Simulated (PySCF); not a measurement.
## Electronic structure of Al3Cl3O3 in real space

```xyz
9

Al    0.2183    1.7231   -0.1718
Cl    0.4633    3.7756   -0.3669
O    -1.0973    1.0302    0.6632
Al   -1.3745   -0.6424    0.8460
Cl   -3.0224   -1.4282    1.8339
O    -0.1874   -1.6399    0.1396
Al    1.1937   -1.0910   -0.6929
Cl    2.6195   -2.4005   -1.4402
O     1.3195    0.6036   -0.8366
```

Geometry: PBE0-D3(BJ)/def2-SVP.

Computed with PBE0/pcSseg-1 Al:pcSseg-2, SCF density, gas phase, non-relativistic (PySCF 2.14.0).

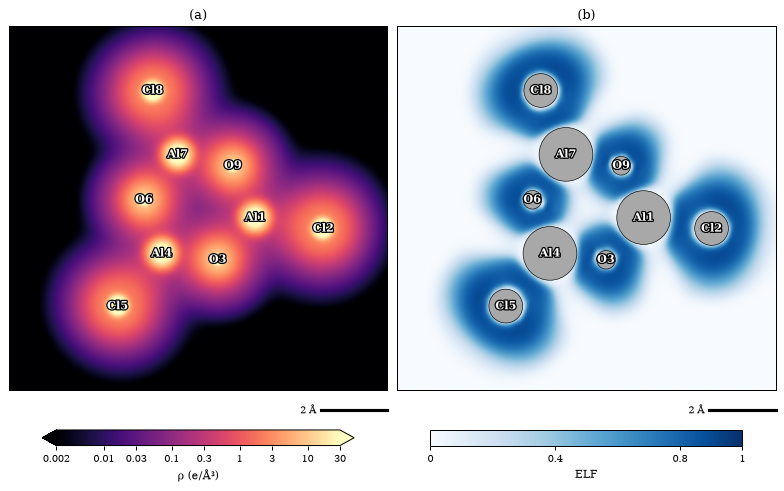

Figure 1. (a) electron density; (b) ELF on the molecular plane. Grey discs cover the atomic cores in the ELF map.

> Describe what can be read from this map.

Atoms in the plane: Al, Cl and O.
Al–O (1.70 Å): ρ is about 0.93 e/Å³ halfway; the ELF peaks at about 0.85 in the valence shell of O, 0.6 Å from its nucleus, and is about 0.50 at the midpoint.
Al–Cl (2.08 Å): ρ is about 0.8 e/Å³ halfway; the ELF peaks at about 0.85 in the valence shell of Cl, 0.9 Å from its nucleus, and is about 0.85 at the midpoint.
The ELF also peaks beside Cl5, O3, Cl2, O6, O9 and Cl8, away from the bonds: lone-pair regions.

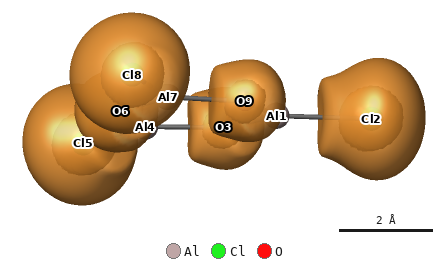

Figure 2. Isosurface of the ELF at 0.75 (orange), seen from one side. Only the valence region is drawn (cores and ρ < 0.01 e/Å³ removed).

> Where are the electrons localised?

The surface consists of three regions on Cl in which the atom's valence shell and bonds are merged and three regions wrapped around O (the valence shell of each).

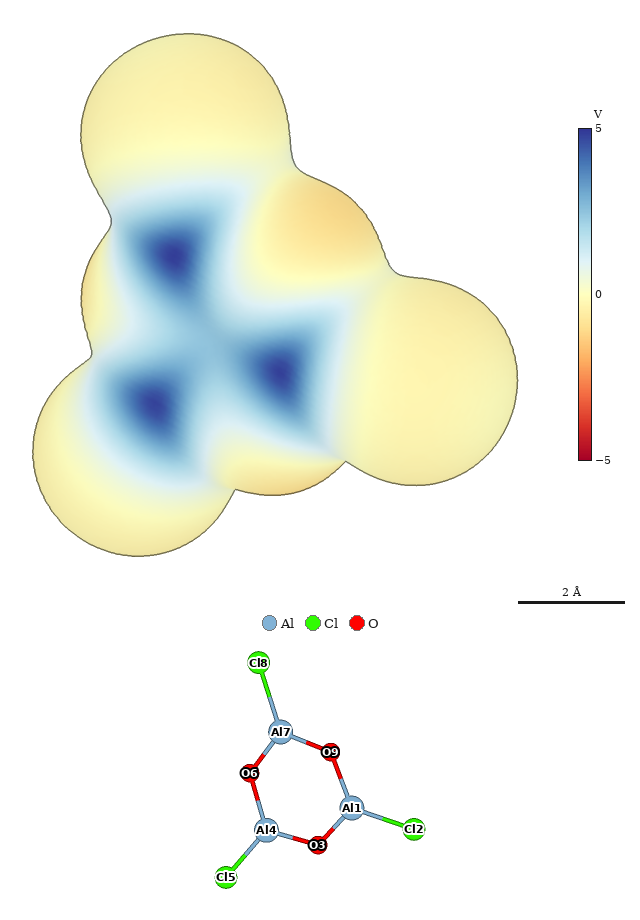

Figure 3. The electrostatic potential painted on the density surface at 0.002 e/bohr³, seen at a tilt; red is negative and blue positive. The bare structure is drawn below in the same view.

> Which sites attract a positive test charge, and which a negative one?

A positive charge is drawn to the negative regions and a negative charge to the positive ones. The most negative region (about −1.0 V) lies over O3, O6 and O9, the most positive (about +4.7 V) over Al1, Al4 and Al7.
